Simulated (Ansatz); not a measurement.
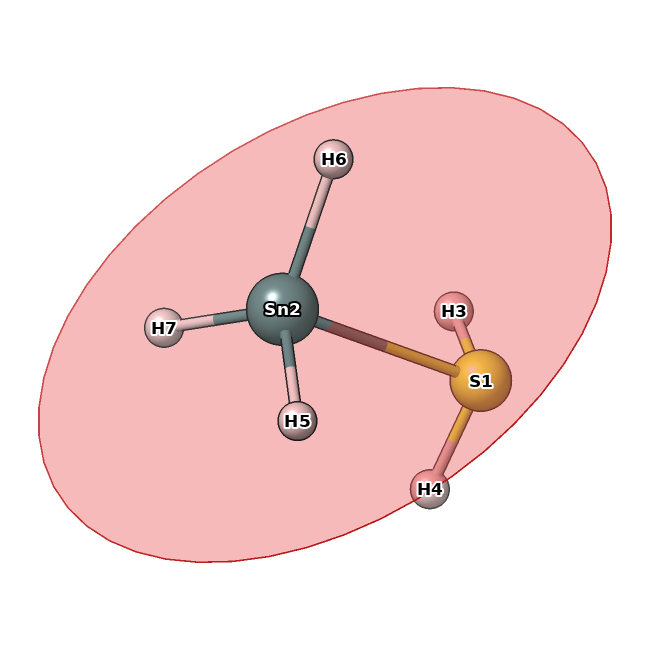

A disc through the centre of mass is drawn in. Distant atoms are faded towards the background colour. State: charge +1, singlet. The computed structure is the end point of a PBE0-D4/def2-TZVP optimisation. No frequency run is at hand to confirm it as a minimum.

Is the plane of the disc a mirror plane of the structure?

No. The point group is Cs, with 1 mirror plane, and this plane isn't one of its mirror planes.
